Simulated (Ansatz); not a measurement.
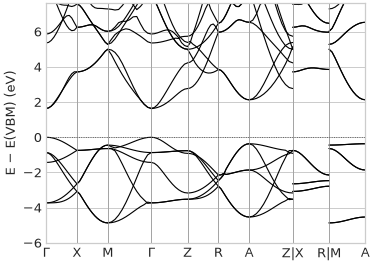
Figure: Band structure from the program Ansatz at the PBE+D3(BJ) level (PAW)

Task: Read off the gap and where the band edges lie.

Result: About 1.6 eV (1.62 eV by a search for the band edges); maximum at Γ, minimum at Γ.

The material is MgS in space group P4/nmm (No. 129; Mg on 2c, S on 2a).

The cell is a constructed one: a structure type filled with these elements; neither database checked (COD, Materials Project) lists it. COD files the formula under space group No. 225. Its standing as an ambient phase is unchecked. The cell was relaxed with PBE+D3(BJ) under the symmetry of its start; its stability against distortions is not shown here.

Potentials: the earlier of the program's two PAW sets.
